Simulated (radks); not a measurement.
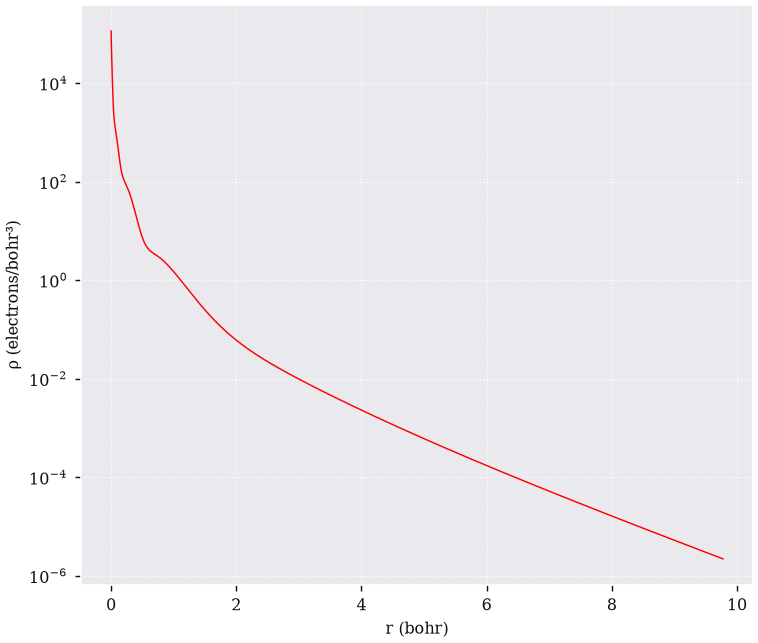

The neutral indium atom in the configuration [Kr] 4d10 5s2 5p1 (high spin). The calculation used the in-house radial solver radks at this level: scalar-relativistic Kohn-Sham, LDA (Slater exchange, Perdew-Zunger correlation), spin-polarised, spherical densities, finite nucleus.

The plot shows the electron density ρ(r) on a logarithmic scale.

Question: Read the plot.

Answer: The density falls from 110000 electrons/bohr³ at the inner end (r = 0.0010 bohr) to 0.001 at r = 4.62 bohr, a common measure of the size of an atom or ion. The highest occupied orbital, 5p up (⟨r⟩ = 3.64 bohr, −2.89 eV), is also the most diffuse and sets the fall-off far out: over the last part drawn ln ρ falls by 1.1 per bohr, against 2√(−2ε) = 0.92 for the pure exponential. The steps in the slope mark the shells; the radial density has its minima at 0.041, 0.18 and 0.59 bohr.
